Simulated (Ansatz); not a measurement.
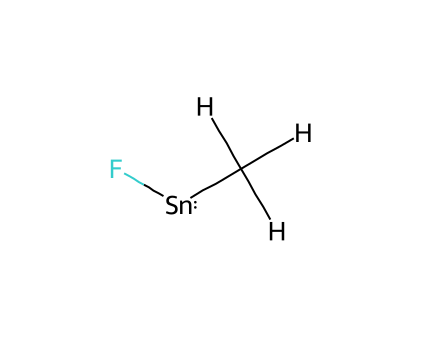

Skeletal drawing of a molecule.

> Write the SMILES.

[CH3][Sn][F]

> Give the formula, hydrogens included.

CH3FSn.

More results for the same structure follow; atom numbers are the same in all pictures, views and colours differ. The geometry was computed by an optimisation with PBE0-D4/def2-TZVP.

### Shape

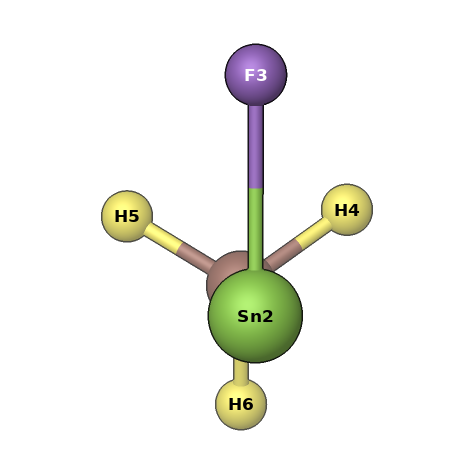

C1 lies behind Sn2. The molecule seen nearly along the Sn2–C1 bond, Sn2 in front. Depth is shown by fading: the farther an atom, the more it takes the colour of the background.

> What is the torsion angle F3–Sn2–C1–H4? The sign is positive where the front bond must turn clockwise to cover the back bond.

57°, synclinal (gauche).

### Dipole moment

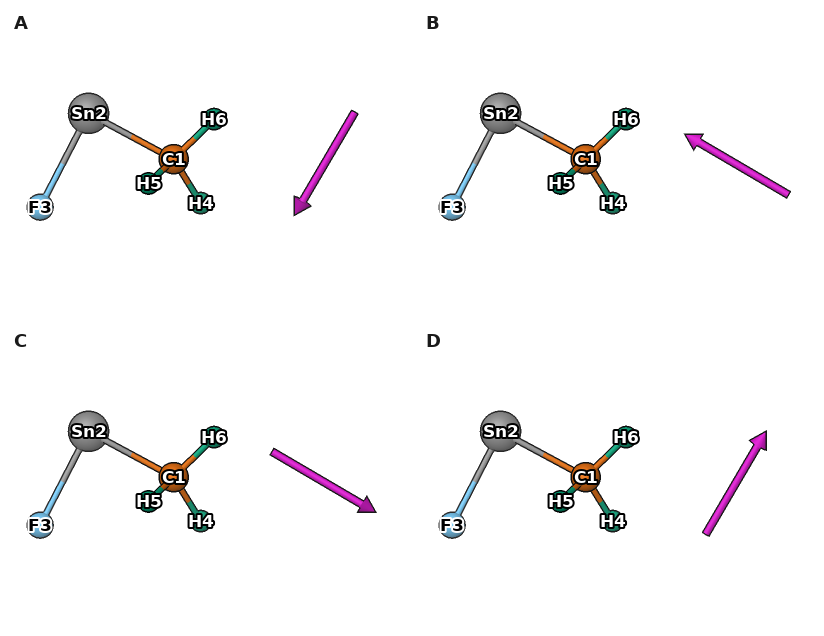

The same molecule four times, each with an arrow. Method: RKS B3LYP-D4/def2-TZVPP, core potentials on Sn (Ansatz 0.2.0).

> Which arrow points along the dipole moment, from the negative to the positive end?

D. The dipole moment is 2.78 D; it points from the side of F3 to the side of H6 (the outermost atoms at the two ends).

### Vibrations

Harmonic vibrations computed with RKS PBE0-D4/def2-TZVP, core potentials on Sn (Ansatz 0.2.0) at a stationary point of the same level.

> How many vibrational modes are there, and where do they lie?

12 modes: 49, 175, 492, 547, 574, 676, 1186, 1427, 1430, 3035, 3121, 3143 cm⁻¹.

### Electronic properties

Properties computed with RKS PBE0-D4/def2-QZVPP, core potentials on Sn (Ansatz 0.2.0).

> Estimate the HOMO energy (Kohn–Sham orbital).

−6.70 eV.

> Estimate the LUMO energy (Kohn–Sham orbital).

−2.54 eV.

### Charges

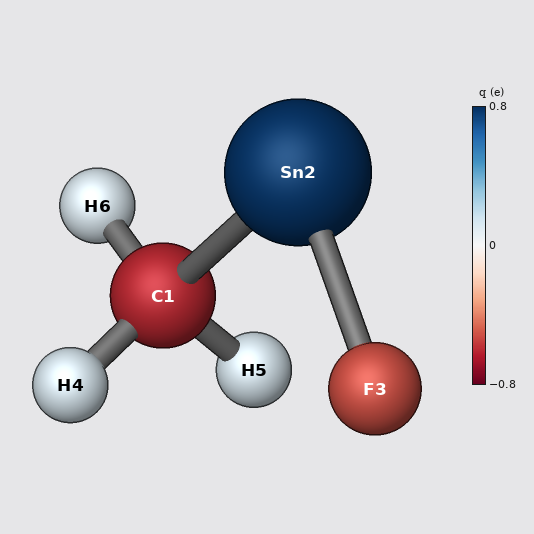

Atoms are coloured by their Mulliken charges. Method: RKS B3LYP-D4/def2-TZVPP, core potentials on Sn (Ansatz 0.2.0).

> Which atom carries the highest charge (most positive or least negative)?

Sn2 (0.78 e).

> And the lowest?

C1 (−0.60 e).

List the Mulliken charges.

| atom | value (e) |
| --- | --- |
| C1 | −0.60 |
| Sn2 | 0.78 |
| F3 | −0.51 |
| H4 | 0.11 |
| H5 | 0.11 |
| H6 | 0.10 |

Mulliken values depend strongly on the basis set and can even reverse the polarity of a bond.
